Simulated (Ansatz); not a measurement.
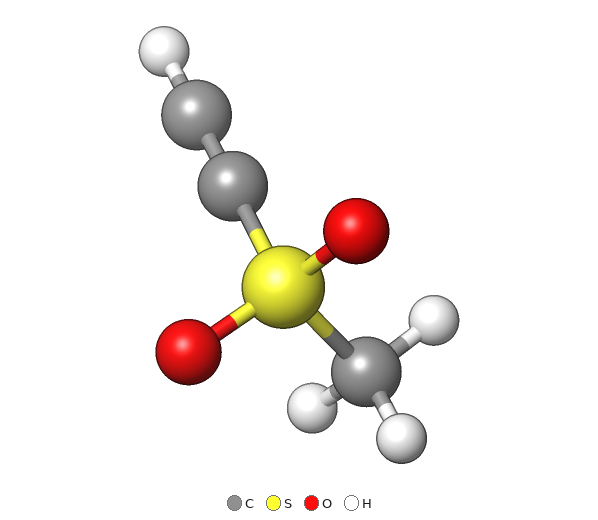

A ball-and-stick model of a molecule.

Which formula does it have?

C₃H₄O₂S, 10 atoms: 3 carbon, 4 hydrogen, 2 oxygen and 1 sulfur.

Count the bonded pairs by element.

4 C–H, 2 C–S, 2 O–S, 1 C–C.

More results for the same structure follow; atom numbers are the same in all pictures, views and colours differ. The geometry was computed by an optimisation with PBE0-D4/def2-TZVP.

## Geometry

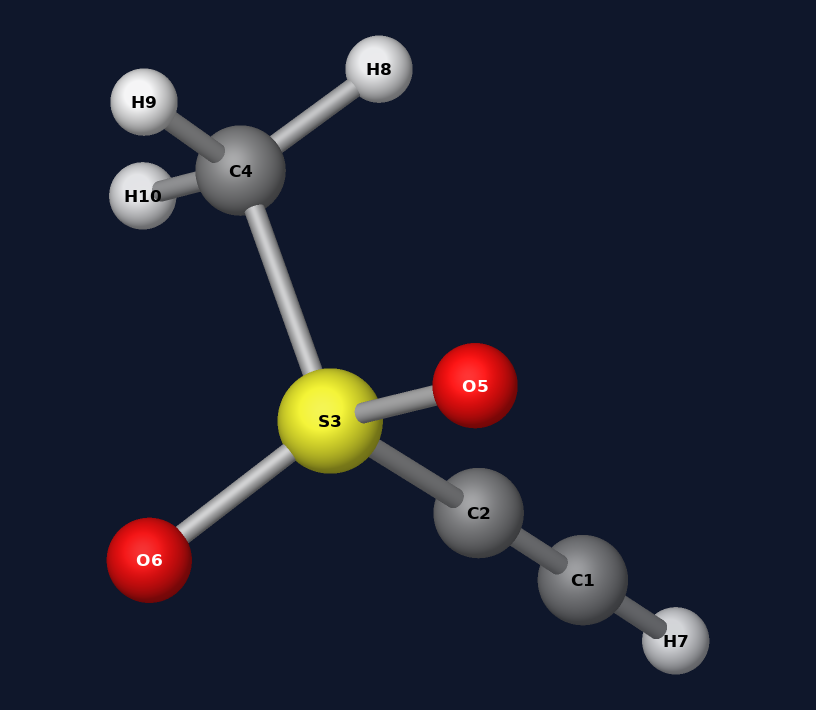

What are the angles C2–C1–H7, C1–C2–S3, C2–S3–C4, C2–S3–O5, C4–S3–O5, O5–S3–O6, S3–C4–H9, S3–C4–H8?

| angle | degrees |
| --- | --- |
| C2–C1–H7 | 179.5 |
| C1–C2–S3 | 179.0 |
| C2–S3–C4 | 101.6 |
| C2–S3–O5 | 107.6 |
| C4–S3–O5 | 108.8 |
| O5–S3–O6 | 120.8 |
| S3–C4–H9 | 105.6 |
| S3–C4–H8 | 109.1 |

## Dipole moment

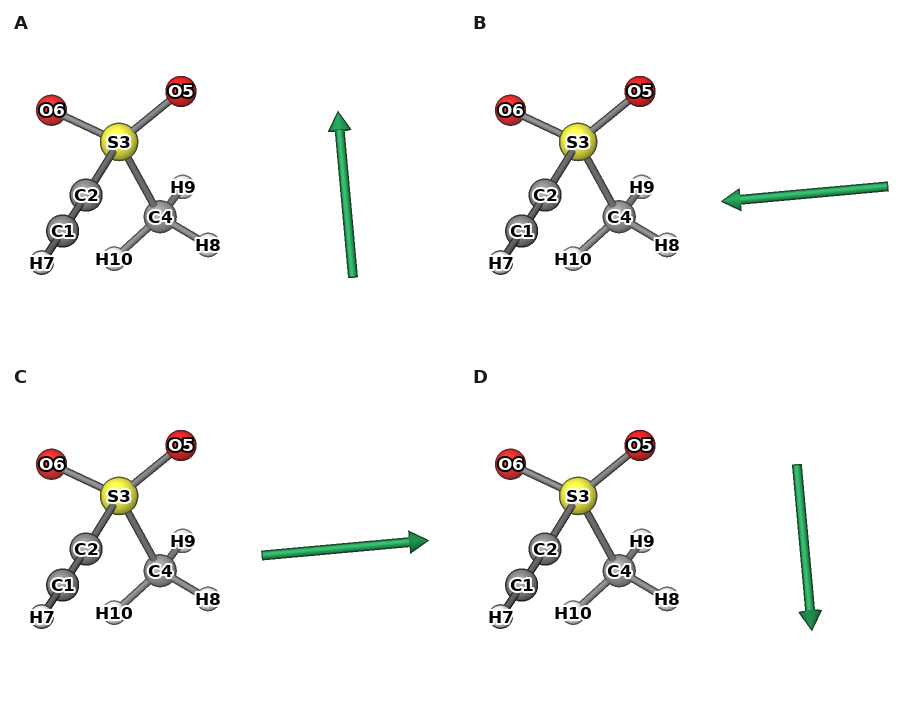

The same molecule four times, each with an arrow. Properties computed with RKS PBE0-D4/def2-TZVP (Ansatz 0.2.0).

Which arrow points along the dipole moment, from the negative to the positive end?

D. The dipole moment is 4.41 D; it points from the side of O5, O6 to the side of H7 (the outermost atoms at the two ends).

## Vibrations

Harmonic vibrations computed with RKS PBE0-D4/def2-TZVP (Ansatz 0.2.0) at a stationary point of the same level.

How many vibrational modes are there, and where do they lie?

24 modes: 144, 162, 212, 322, 353, 459, 479, 530, 651, 708, 746, 788, 969, 971, 1208, 1341, 1414, 1441, 1443, 2197, 3073, 3176, 3194, 3470 cm⁻¹.

## Electronic properties

Level of theory: RKS B97M-V/def2-TZVPP (Ansatz 0.2.0).

What does the calculation give?

- HOMO energy (Kohn–Sham orbital): −7.62 eV
- LUMO energy (Kohn–Sham orbital): −1.57 eV
- HOMO–LUMO gap: 6.05 eV

## Charges

The questions are on Mulliken charges. Method: RKS ωB97M-V/def2-TZVPP (Ansatz 0.2.0).

Which atom carries the highest charge (most positive or least negative)?

S3 (0.80 e).

And the lowest?

O5, O6 (−0.43 e).

List the Mulliken charges.

```tsv
atom	value (e)
C1	0.07
C2	−0.36
S3	0.80
C4	−0.35
O5	−0.43
O6	−0.43
H7	0.24
H8	0.15
H9	0.15
H10	0.15
```

Mulliken values depend strongly on the basis set and can even reverse the polarity of a bond.
